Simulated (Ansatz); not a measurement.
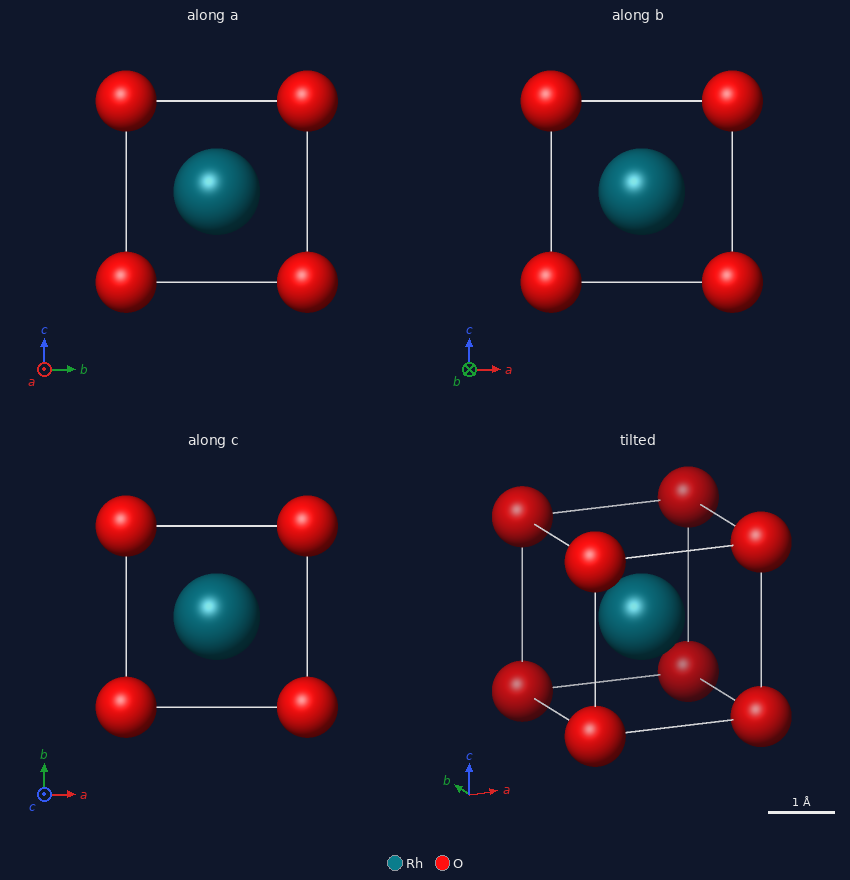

This spheres-only model is shown along the a axis, along the b axis, along the c axis and slightly off an axis. Atoms at the boundary of the conventional unit cell (the box) are drawn once for each face, edge or corner they touch.

Lattice parameters: a = 2.760 Å, b = 2.760 Å, c = 2.760 Å, α = 90.00°, β = 90.00°, γ = 90.00°. Put a along x and b in the xy plane.

Q: Turn the picture into a POSCAR file.

A:
```
Rh O
1.0
     2.760    0.000    0.000
     0.000    2.760    0.000
     0.000    0.000    2.760
Rh O
1 1
Direct
  0.5000 0.5000 0.5000
  0.0000 0.0000 0.0000
```

The cell started as a structure type filled with these elements by a generator (whether the compound takes this form wasn't checked). It is drawn as it came out of a relaxation with DFT PBE, scalar-relativistic, plane waves, PAW in Ansatz 0.2.0.
